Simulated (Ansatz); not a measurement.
| atom | x (Å) | y (Å) | z (Å) |
| --- | --- | --- | --- |
| C | -3.5476 | 2.2513 | -0.8423 |
| C | -2.1889 | 2.0638 | -0.2670 |
| Cl | -0.8216 | 2.2306 | -1.3272 |
| Cl | -2.0000 | 0.9196 | 1.0279 |
| H | -4.2791 | 2.3577 | -0.0392 |
| H | -3.5671 | 3.1490 | -1.4628 |
| H | -3.8443 | 1.3967 | -1.4658 |

Geometry: B3LYP-D3(BJ)/6-311G**.

Computed with isolated molecule in a Gaussian basis; Kohn-Sham density functional theory, functional PBE0 (Ansatz 0.2.0).

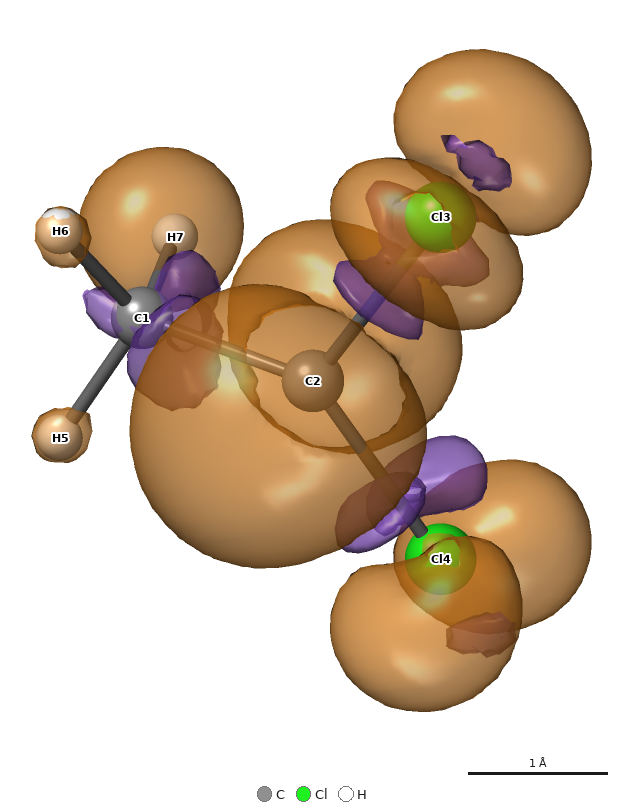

C$_{2}$H$_{3}$Cl$_{2}$ (SMILES C[C](Cl)Cl) (doublet). Isosurfaces of the spin density at +0.015 (orange) and −0.015 e/Å³ (purple), seen at a tilt.

Describe the spin distribution.

The unpaired spin (1 electron) lies mostly on C2 (about 0.6), Cl3 (about 0.1) and Cl4 (about 0.1), in electrons by Hirshfeld's partition.
